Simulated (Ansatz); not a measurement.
**How basis sets differ on CH7NSi (SMILES CN[SiH3])**

CH7NSi has 10 atoms, charge 0, and is taken as a singlet. SMILES: `CN[SiH3]`. The shape is that of a PBE0-D4/def2-TZVP optimisation.

```xyz
10

C    -1.0742    0.5509   -0.6868
N     0.3290    0.2414   -0.5160
Si    0.9294   -0.6831    0.7988
H    -1.3081    0.7331   -1.7395
H    -1.6776   -0.3040   -0.3694
H    -1.4093    1.4221   -0.1082
H     0.9460    0.9229   -0.9275
H     0.2108   -1.9857    0.8307
H     0.7531   -0.0638    2.1490
H     2.3839   -0.8850    0.5718
```

Quantity: the HOMO–LUMO gap, in eV. The values are calculated.

```json
{"level": "HF/STO-3G", "kind": "Hartree–Fock", "program": "Ansatz", "value (eV)": "21.16", "CPU time": "0.94 s"}
{"level": "HF/3-21G", "kind": "Hartree–Fock", "program": "Ansatz", "value (eV)": "14.58", "CPU time": "1.6 s"}
{"level": "HF/def2-SVP", "kind": "Hartree–Fock", "program": "Ansatz", "value (eV)": "14.40", "CPU time": "6.1 s"}
{"level": "HF/cc-pVTZ", "kind": "Hartree–Fock", "program": "Ansatz", "value (eV)": "13.61", "CPU time": "53 s"}
```

The values span 13.61 to 21.16 eV. A Hartree–Fock LUMO above zero doesn't converge with the basis: it sinks as sets grow more diffuse. Orbital gaps aren't excitation energies. Times are those of the runs behind each value, whatever else they computed, on shared processors of several kinds: orders of magnitude only.

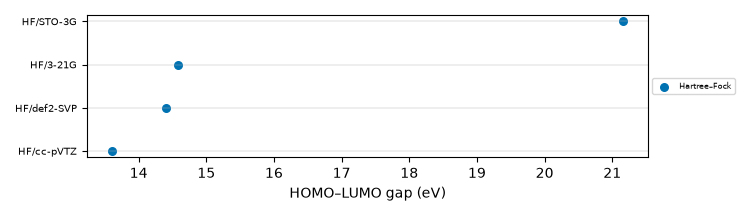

The values of the table, level by level.
